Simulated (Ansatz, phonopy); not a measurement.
# BN (F-43m): phonons against volume, part 3 of 4

Which modes of BN drive its thermal expansion? The starting cell is a computed one from a database.

Ansatz 0.2.0; DFT LDA, scalar-relativistic, plane waves, PAW; PAW set soft_1.

So far, highest frequency (cm⁻¹): step 6 (lattice dynamics at this volume, V/V0 1) 1296.

## (10) Lattice dynamics at this volume, V/V0 0.985

Phonons at this volume give one point of F(V, T); meshes stay fixed along the series.

Input file input.yaml:

```yaml
crystal:
  lattice:
    - [0.0, 1.7809305601, 1.7809305601]
    - [1.7809305601, 0.0, 1.7809305601]
    - [1.7809305601, 1.7809305601, 0.0]
  atoms:
    - { symbol: B, position: [0.0, 0.0, 0.0] }
    - { symbol: "N", position: [0.75, 0.75, 0.75] }
kpoints:
  mp_grid: { grid: [12, 12, 12] }
hamiltonian:
  xc: lda
  pseudopotentials: { kind: paw, azcp: { folder: soft_1 }, xc_functional: pbe }
scf:
  occupations: { method: fixed }
  lower_state_search: "off"
output:
  eigenvalues: true
phonons:
  method: dfpt
  dielectric: true
  rigid_motions: translations
  qmesh: [4, 4, 4]
  temperatures: { t_max: 1000, t_step: 50 }
  qpath:
    path:
      - [[0.0, 0.0, 0.0], [-0.5, -0.5, 0.0], [-0.375, -0.375, 0.25]]
      - [[-0.375, 0.0, 0.375], [0.0, 0.0, 0.0], [0.0, 0.0, 0.5], [-0.5, -0.25, 0.25], [-0.5, -0.5, 0.0]]
    npoints: 10
```

On the command line:

```
$ ansatz run input.yaml --threads 8 --pin off --max-ram 16384MiB --backend cpu --events-out ev --progress --plain --runs-dir out
```

Numbers of over 12 decimals in the logs are rounded to 6 here.

The log of the run:

```text
[...]
Crystal: 2 atoms, lattice volume = 11.297 Å³
Basis set: ecut = 420 eV, 229 PW (Γ), exchange–correlation on 36×36×36 points (8 copies of the dense FFT grid, shifted against one another)
Bands: 8, of which v1, the nominal top of the filled ones, is band 4 counted from 1 (3 counted from 0)
Symmetry: 24 space group operations
[...]
optical modes at Γ + LO–TO along q̂ = [0.0000, 1.0000, 0.0000]:
      ω (cm⁻¹)  modes    IR ((D/Å)²/amu)
       1086.86      2            26.4478
       1315.15      1            13.2239
  optical modes at Γ + LO–TO along q̂ = [0.0000, 0.0000, 1.0000]:
      ω (cm⁻¹)  modes    IR ((D/Å)²/amu)
       1086.86      2            26.4478
       1315.15      1            13.2239
--- Phonons (arbitrary-q DFPT): 8 irreducible q on the 4×4×4 mesh ---
[...]
interpolated dispersion: 63 rows × 6 modes
[...]
[key lines of the parts left out:]
SCF converged after 7 iterations
Free energy (F): -526.467995 eV
Fermi energy:    11.638693 eV
```

It took 28 s on 8 threads of Arm Neoverse N1, shared host; peak memory 0.69 GiB; 3.1 min of CPU time.

LO-TO term included. Phonon branches along the path, in cm⁻¹:

```
    point  branch 1  branch 2  branch 3  branch 4  branch 5  branch 6
        Γ         0         0         0      1087      1087      1315
        X       707       707       955       955      1040      1181
        U       669       880       911       967      1005      1116
jump to K       669       880       911       967      1005      1116
        Γ         0         0         0      1087      1087      1315
        L       489       489      1007      1031      1031      1160
        W       800       822       902      1004      1016      1046
        X       707       707       955       955      1040      1181
```

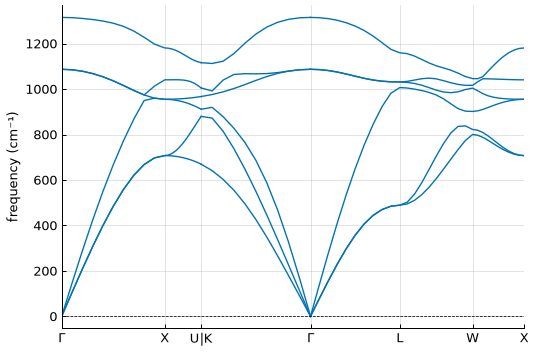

Phonon branches along the path.

No mode is imaginary beyond numerical noise at the solved wavevectors. The highest zone-centre mode (no LO–TO term) moved by +1.9 % for a volume change of -1.5 %.

## (11) Single point at a scaled cell, V/V0 1.03

Symmetry fixes every atom, so a single point at the scaled cell gives the energy and pressure of this member.

input.yaml, the sections that differ from step 10:

```yaml
crystal:
  lattice:
    - [0.0, 1.8076484968, 1.8076484968]
    - [1.8076484968, 0.0, 1.8076484968]
    - [1.8076484968, 1.8076484968, 0.0]
  atoms:
    - { symbol: B, position: [0.0, 0.0, 0.0] }
    - { symbol: "N", position: [0.75, 0.75, 0.75] }
output:
  forces: true
  stress: true
  eigenvalues: true
# kpoints, hamiltonian, scf: as in step 10
# phonons: removed
```

The log of the run:

```text
[...]
Crystal: 2 atoms, lattice volume = 11.813 Å³
Basis set: ecut = 420 eV, 259 PW (Γ)
Bands: 8, of which v1, the nominal top of the filled ones, is band 4 counted from 1 (3 counted from 0)
Symmetry: 24 space group operations
[...]
k-points: 72 of 1728 (time reversal used)
[...]
Free energy (F): -526.458804 eV
[...]
Internal energy: -526.458804 eV  (E = F + TS)
E sigma→0 (E₀):  -526.458804 eV
Fermi energy:    10.907615 eV
[...]
--- Stress (GPa, compression-positive) ---
      -11.250374      -0.000000      -0.000000
        0.000000     -11.250374       0.000000
       -0.000000       0.000000     -11.250374
  P = ⅓ Tr σ = -11.2504 GPa (-112.504 kbar)
--- Band table (eV; the first three rows and the last of 72) ---
[...]
[key lines of the parts left out:]
SCF converged after 7 iterations
```

Elapsed: 0.43 s, on 8 threads; peak memory 0.25 GiB; 1.8 s of CPU time.

The run ends at a pressure of -11.25 GPa.

## (12) Lattice dynamics at this volume, V/V0 1.03

The same q-mesh and k-mesh are kept at every volume, so that much of their error can cancel in the differences.

input.yaml, the sections that differ from step 11:

```yaml
output:
  eigenvalues: true
phonons:
  method: dfpt
  dielectric: true
  rigid_motions: translations
  qmesh: [4, 4, 4]
  temperatures: { t_max: 1000, t_step: 50 }
  qpath:
    path:
      - [[0.0, 0.0, 0.0], [-0.5, -0.5, 0.0], [-0.375, -0.375, 0.25]]
      - [[-0.375, 0.0, 0.375], [0.0, 0.0, 0.0], [0.0, 0.0, 0.5], [-0.5, -0.25, 0.25], [-0.5, -0.5, 0.0]]
    npoints: 10
# crystal, kpoints, hamiltonian, scf: as in step 11
```

The log of the run:

```text
[...]
Crystal: 2 atoms, lattice volume = 11.813 Å³
Basis set: ecut = 420 eV, 259 PW (Γ), exchange–correlation on 36×36×36 points (8 copies of the dense FFT grid, shifted against one another)
Bands: 8, of which v1, the nominal top of the filled ones, is band 4 counted from 1 (3 counted from 0)
Symmetry: 24 space group operations
[...]
optical modes at Γ + LO–TO along q̂ = [0.0000, 1.0000, 0.0000]:
      ω (cm⁻¹)  modes    IR ((D/Å)²/amu)
       1028.16      2            27.0551
       1260.47      1            13.5276
  optical modes at Γ + LO–TO along q̂ = [0.0000, 0.0000, 1.0000]:
      ω (cm⁻¹)  modes    IR ((D/Å)²/amu)
       1028.16      2            27.0551
       1260.47      1            13.5276
--- Phonons (arbitrary-q DFPT): 8 irreducible q on the 4×4×4 mesh ---
[...]
interpolated dispersion: 63 rows × 6 modes
[...]
[key lines of the parts left out:]
SCF converged after 8 iterations
Free energy (F): -526.458805 eV
Fermi energy:    10.907622 eV
```

It took 28 s on 8 threads; peak memory 0.71 GiB; 3.2 min of CPU time.

No mode is imaginary beyond numerical noise at the solved wavevectors. The highest zone-centre mode (no LO–TO term) moved by -3.6 % for a volume change of +3.0 %.

## (13) Single point at a scaled cell, V/V0 0.97

Symmetry fixes every atom, so a single point at the scaled cell gives the energy and pressure of this member.

input.yaml, the sections that differ from step 12:

```yaml
crystal:
  lattice:
    - [0.0, 1.7718440216, 1.7718440216]
    - [1.7718440216, 0.0, 1.7718440216]
    - [1.7718440216, 1.7718440216, 0.0]
  atoms:
    - { symbol: B, position: [0.0, 0.0, 0.0] }
    - { symbol: "N", position: [0.75, 0.75, 0.75] }
output:
  forces: true
  stress: true
  eigenvalues: true
# kpoints, hamiltonian, scf: as in step 12
# phonons: removed
```

The log of the run:

```text
[...]
Crystal: 2 atoms, lattice volume = 11.125 Å³
Basis set: ecut = 420 eV, 229 PW (Γ)
Bands: 8, of which v1, the nominal top of the filled ones, is band 4 counted from 1 (3 counted from 0)
Symmetry: 24 space group operations
[...]
k-points: 72 of 1728 (time reversal used)
[...]
Free energy (F): -526.457571 eV
[...]
Internal energy: -526.457571 eV  (E = F + TS)
E sigma→0 (E₀):  -526.457571 eV
Fermi energy:    11.895303 eV
[...]
--- Stress (GPa, compression-positive) ---
       12.910956       0.000000      -0.000000
        0.000000      12.910956       0.000000
       -0.000000       0.000000      12.910956
  P = ⅓ Tr σ = 12.9110 GPa (129.110 kbar)
--- Band table (eV; the first three rows and the last of 72) ---
[...]
[key lines of the parts left out:]
SCF converged after 7 iterations
```

Wall time 0.42 s (8 threads); peak memory 0.24 GiB.

The run ends at a pressure of 12.91 GPa.

## (14) Phonons, V/V0 0.97

The same q-mesh and k-mesh are kept at every volume, so that much of their error can cancel in the differences.

input.yaml, the sections that differ from step 13:

```yaml
output:
  eigenvalues: true
phonons:
  method: dfpt
  dielectric: true
  rigid_motions: translations
  qmesh: [4, 4, 4]
  temperatures: { t_max: 1000, t_step: 50 }
  qpath:
    path:
      - [[0.0, 0.0, 0.0], [-0.5, -0.5, 0.0], [-0.375, -0.375, 0.25]]
      - [[-0.375, 0.0, 0.375], [0.0, 0.0, 0.0], [0.0, 0.0, 0.5], [-0.5, -0.25, 0.25], [-0.5, -0.5, 0.0]]
    npoints: 10
# crystal, kpoints, hamiltonian, scf: as in step 13
```

The log of the run:

```text
[...]
Crystal: 2 atoms, lattice volume = 11.125 Å³
Basis set: ecut = 420 eV, 229 PW (Γ), exchange–correlation on 36×36×36 points (8 copies of the dense FFT grid, shifted against one another)
Bands: 8, of which v1, the nominal top of the filled ones, is band 4 counted from 1 (3 counted from 0)
Symmetry: 24 space group operations
[...]
optical modes at Γ + LO–TO along q̂ = [0.0000, 1.0000, 0.0000]:
      ω (cm⁻¹)  modes    IR ((D/Å)²/amu)
       1107.55      2            26.2399
       1334.42      1            13.1199
  optical modes at Γ + LO–TO along q̂ = [0.0000, 0.0000, 1.0000]:
      ω (cm⁻¹)  modes    IR ((D/Å)²/amu)
       1107.55      2            26.2399
       1334.42      1            13.1199
--- Phonons (arbitrary-q DFPT): 8 irreducible q on the 4×4×4 mesh ---
[...]
interpolated dispersion: 63 rows × 6 modes
[...]
[key lines of the parts left out:]
SCF converged after 7 iterations
Free energy (F): -526.457571 eV
Fermi energy:    11.895305 eV
```

The job ended after 28 s (8 threads; peak memory 0.68 GiB; 3.1 min of CPU time).

LO-TO term included. Phonon branches along the path, in cm⁻¹:

```
    point  branch 1  branch 2  branch 3  branch 4  branch 5  branch 6
        Γ         0         0         0      1108      1108      1334
        X       710       710       980       980      1057      1196
        U       672       886       929       992      1023      1135
jump to K       672       886       929       992      1023      1135
        Γ         0         0         0      1108      1108      1334
        L       491       491      1027      1054      1054      1172
        W       808       828       916      1019      1040      1069
        X       710       710       980       980      1057      1196
```

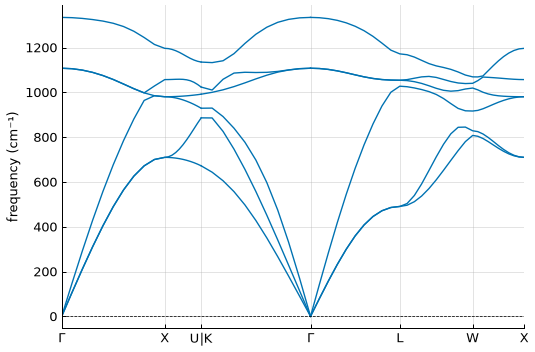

Phonon branches along the path.

No mode is imaginary beyond numerical noise at the solved wavevectors. The highest zone-centre mode (no LO–TO term) moved by +3.8 % for a volume change of -3.0 %.

## (15) A cell at another volume, V/V0 1.05

Symmetry fixes every atom, so a single point at the scaled cell gives the energy and pressure of this member.

input.yaml, the sections that differ from step 14:

```yaml
crystal:
  lattice:
    - [0.0, 1.8192735655, 1.8192735655]
    - [1.8192735655, 0.0, 1.8192735655]
    - [1.8192735655, 1.8192735655, 0.0]
  atoms:
    - { symbol: B, position: [0.0, 0.0, 0.0] }
    - { symbol: "N", position: [0.75, 0.75, 0.75] }
output:
  forces: true
  stress: true
  eigenvalues: true
# kpoints, hamiltonian, scf: as in step 14
# phonons: removed
```

The log of the run:

```text
[...]
Crystal: 2 atoms, lattice volume = 12.043 Å³
Basis set: ecut = 420 eV, 259 PW (Γ)
Bands: 8, of which v1, the nominal top of the filled ones, is band 4 counted from 1 (3 counted from 0)
Symmetry: 24 space group operations
[...]
k-points: 72 of 1728 (time reversal used)
[...]
Free energy (F): -526.437871 eV
[...]
Internal energy: -526.437871 eV  (E = F + TS)
E sigma→0 (E₀):  -526.437871 eV
Fermi energy:    10.602154 eV
[...]
--- Stress (GPa, compression-positive) ---
      -17.921664       0.000000      -0.000000
       -0.000000     -17.921664       0.000000
       -0.000000       0.000000     -17.921664
  P = ⅓ Tr σ = -17.9217 GPa (-179.217 kbar)
--- Band table (eV; the first three rows and the last of 72) ---
[...]
[key lines of the parts left out:]
SCF converged after 7 iterations
```

Wall time 0.42 s (8 threads); peak memory 0.25 GiB.

The run ends at a pressure of -17.92 GPa.

## (16) Phonons, V/V0 1.05

The same q-mesh and k-mesh are kept at every volume, so that much of their error can cancel in the differences.

input.yaml, the sections that differ from step 15:

```yaml
output:
  eigenvalues: true
phonons:
  method: dfpt
  dielectric: true
  rigid_motions: translations
  qmesh: [4, 4, 4]
  temperatures: { t_max: 1000, t_step: 50 }
  qpath:
    path:
      - [[0.0, 0.0, 0.0], [-0.5, -0.5, 0.0], [-0.375, -0.375, 0.25]]
      - [[-0.375, 0.0, 0.375], [0.0, 0.0, 0.0], [0.0, 0.0, 0.5], [-0.5, -0.25, 0.25], [-0.5, -0.5, 0.0]]
    npoints: 10
# crystal, kpoints, hamiltonian, scf: as in step 15
```

The log of the run:

```text
[...]
Crystal: 2 atoms, lattice volume = 12.043 Å³
Basis set: ecut = 420 eV, 259 PW (Γ), exchange–correlation on 36×36×36 points (8 copies of the dense FFT grid, shifted against one another)
Bands: 8, of which v1, the nominal top of the filled ones, is band 4 counted from 1 (3 counted from 0)
Symmetry: 24 space group operations
[...]
optical modes at Γ + LO–TO along q̂ = [0.0000, 1.0000, 0.0000]:
      ω (cm⁻¹)  modes    IR ((D/Å)²/amu)
       1003.59      2            27.3175
       1237.57      1            13.6588
  optical modes at Γ + LO–TO along q̂ = [0.0000, 0.0000, 1.0000]:
      ω (cm⁻¹)  modes    IR ((D/Å)²/amu)
       1003.59      2            27.3175
       1237.57      1            13.6588
--- Phonons (arbitrary-q DFPT): 8 irreducible q on the 4×4×4 mesh ---
[...]
interpolated dispersion: 63 rows × 6 modes
[...]
[key lines of the parts left out:]
SCF converged after 8 iterations
Free energy (F): -526.437872 eV
Fermi energy:    10.602162 eV
```

Wall time 28 s (8 threads); peak memory 0.71 GiB; 3.2 min of CPU time.

LO-TO term included. Phonon branches along the path, in cm⁻¹:

```
    point  branch 1  branch 2  branch 3  branch 4  branch 5  branch 6
        Γ         0         0         0      1004      1004      1238
        X       696       696       851       851       975      1119
        U       658       834       851       867       932      1043
jump to K       658       834       851       867       932      1043
        Γ         0         0         0      1004      1004      1238
        L       483       483       921       939       939      1113
        W       765       790       841       925       943       956
        X       696       696       851       851       975      1119
```

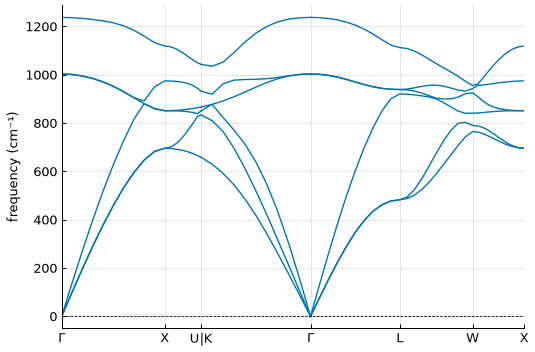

Phonon branches along the path.

No mode is imaginary beyond numerical noise at the solved wavevectors. The highest zone-centre mode (no LO–TO term) moved by -5.9 % for a volume change of +5.0 %.

## (17) How the modes move with volume

This step: DFT LDA, scalar-relativistic, plane waves, PAW; PAW set soft_1 (phonopy 4.10.0).

Numbers from this step:

* share of modes with a negative Grüneisen parameter: 0

Mean Grüneisen, by row:

```
T (K)  heat-capacity-weighted mean  root mean square
   50                        0.667              0.71
  100                         0.62              0.67
  200                        0.713             0.795
  300                        0.835             0.923
  500                        0.929              1.01
  800                        0.964             1.041
```

Mean mode Grueneisen parameter against wavenumber:

```
wavenumber (cm⁻¹)  mean mode Grueneisen parameter
               22                               -
              108                           0.817
              194                           0.698
              324                           0.643
              411                           0.574
              497                           0.479
              584                           0.562
              713                           0.626
              800                           0.819
              886                            1.05
              973                            1.45
             1102                            0.95
             1189                           0.881
             1275                           0.929
```

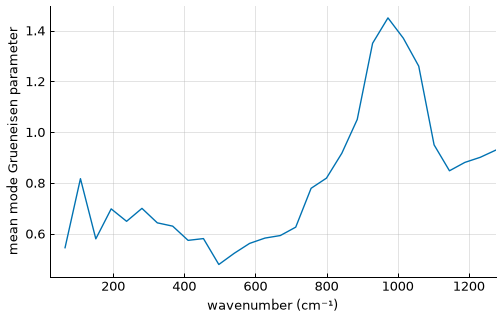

Mean mode Grueneisen parameter, plotted against wavenumber.

Volume series, by row:

```
 V/V0  V (Å³/atom)  pressure (GPa)  E - E0 (meV/atom)  gap (eV)  zero-point energy (meV/atom)  lowest on the path (cm⁻¹)  highest at Gamma without the LO-TO term (cm⁻¹)
 0.97        5.563           12.91              6.796     4.425                         165.8                          0                                            1108
0.985        5.649           6.234              1.585     4.407                         163.2                          0                                            1087
    1        5.735          -0.008                  0     4.389                         160.7                          0                                            1067
1.015        5.821          -5.825              1.579     4.373                         158.2                          0                                            1047
 1.03        5.907          -11.25               6.18     4.356                         155.7                          0                                            1028
 1.05        6.021          -17.92              16.65     4.332                         152.5                          0                                            1004
```

Table of optical frequency at Gamma without the LO-TO term, mode 4 by V/V0:

```
  V/V0  optical frequency at Gamma without the LO-TO term, mode 4 (cm⁻¹)
0.9700                                                              1108
0.9850                                                              1087
1.0000                                                              1067
1.0150                                                              1047
1.0300                                                              1028
1.0500                                                              1004
```

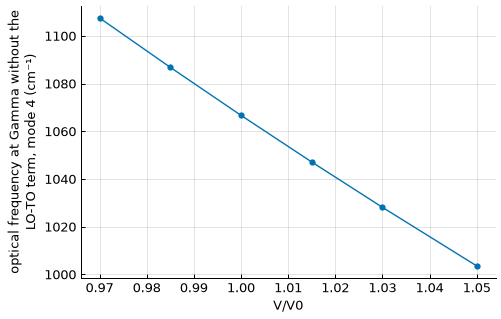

Optical frequency at Gamma without the LO-TO term, mode 4 against V/V0.

(Part 3 of 4 ends here.)

[Logs are printed without paths, hosts, clocks, repeated set-up lines and the standing remarks that a program may print on its own settings, such as how far it seeks lower states.]

[Hosts, paths, dates, database ids (printed as entryN), source tags and the programs' standing remarks are cut or masked in the printed files.]

[A step with changed settings may run another functional than the one named; its input shows which.]

[Of the runs on displaced cells, only some may be shown.]
